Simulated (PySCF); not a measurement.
| atom | x (Å) | y (Å) | z (Å) |
| --- | --- | --- | --- |
| B | 2.3748 | 0.7280 | 0.5949 |
| C | 2.2595 | -0.8282 | 0.4876 |
| S | 0.7487 | -1.5579 | 1.2622 |
| B | -0.5196 | -0.5395 | 0.5741 |
| S | -2.2394 | -0.8267 | 0.9806 |
| C | -3.0510 | 0.4652 | -0.0321 |
| F | -2.7120 | 0.3664 | -1.3440 |
| H | 2.9426 | 1.3200 | -0.2358 |
| H | 1.9229 | 1.2839 | 1.5169 |
| H | 3.0849 | -1.2798 | 1.0446 |
| H | 2.3105 | -1.2297 | -0.5239 |
| H | -0.2419 | 0.3273 | -0.1579 |
| H | -2.7516 | 1.4559 | 0.3179 |
| H | -4.1290 | 0.3145 | 0.0527 |

Geometry: GFN2-xTB.

The calculation used B3LYP/def2-SVPD, SCF density, gas phase (PySCF).

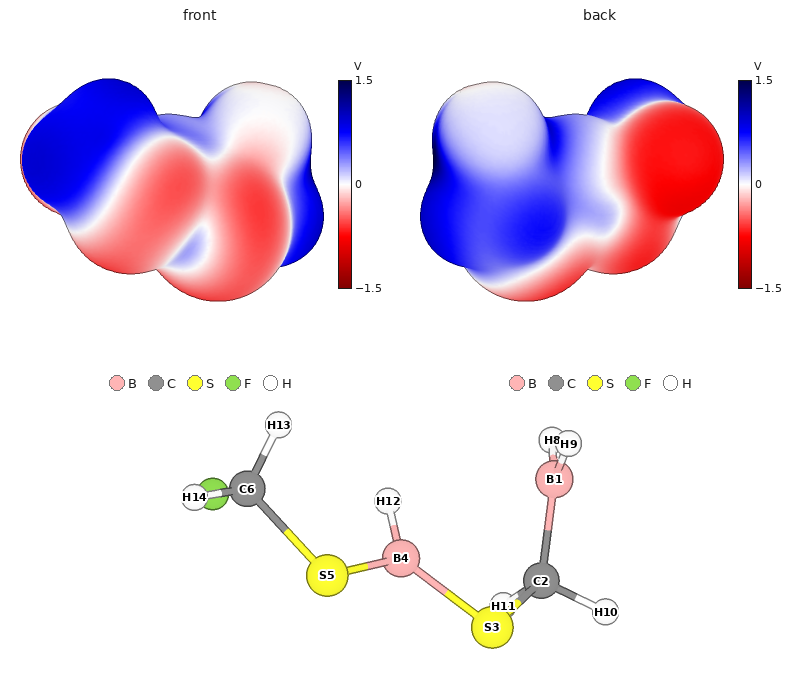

C₂H₇B₂FS₂ (SMILES BCSBSCF). The electrostatic potential painted on the density surface at 0.001 e/bohr³, seen from the front and from behind; the colour scale runs from red (negative) to blue (positive). The bare structure is drawn below in the same view.

> Which sites attract a positive test charge, and which a negative one?

A positive charge is drawn to the negative regions and a negative charge to the positive ones. The most negative region (about −0.8 V) lies over F7, the most positive (about +1.4 V) over B1.
